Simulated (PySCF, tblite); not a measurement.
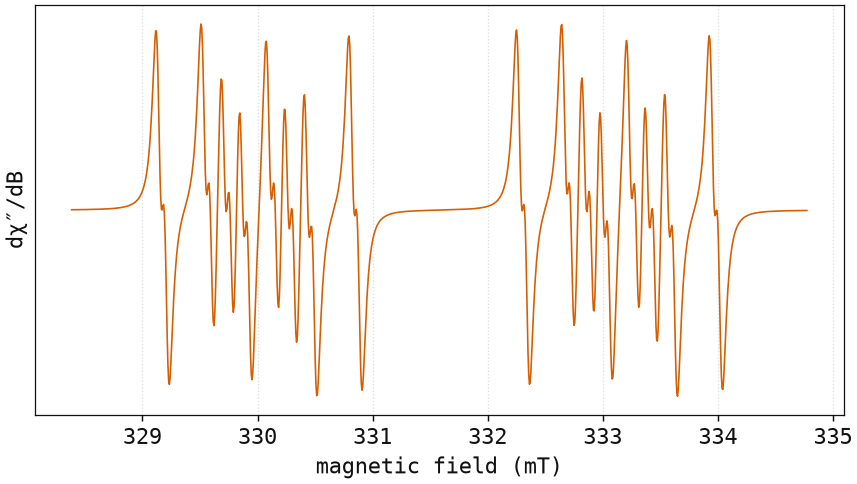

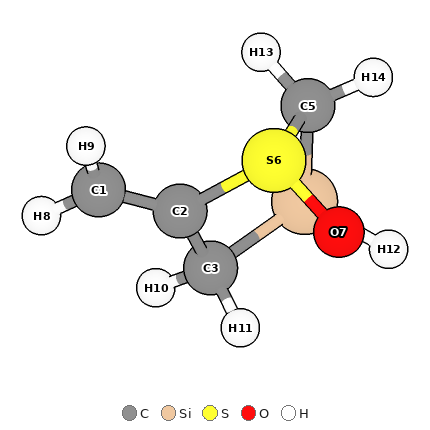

First-order isotropic EPR spectrum (fast tumbling, first derivative) of C₄H₇OSSi, SMILES C=C1C[SiH]C[S@@]1=O, doublet at 9.30 GHz, Lorentzian lines of 0.09 mT full width at half height, from computed g and hyperfine couplings (B3LYP/pcH-1 with PySCF, at a GFN2-xTB geometry (a minimum by its frequencies), gas phase); values of one conformer, averaged over methyl-type rotors alone; other conformers aren't averaged in; no vibrational averaging; dilute isotopes left out. The SMILES is one Lewis form and needn't show where the spin sits.

Which couplings does the calculation give? The spectrum shows the sizes of those above the line width, not their signs.

Answer.
```csv
nuclei,isotope,a (mT),a (MHz)
H12,¹H,3.13,87.8
H11,¹H,0.71,20.0
H13,¹H,0.57,15.9
H10,¹H,0.39,11.0
H14,¹H,0.06,1.7
H8,¹H,−0.02,−0.6
```

What is the g value, and how wide is the spectrum?

Answer. g_iso = 2.0039, which centres the spectrum at 331.6 mT; it spans 4.9 mT.

Note: the tight-binding geometry is rougher than a DFT one and adds to the error.
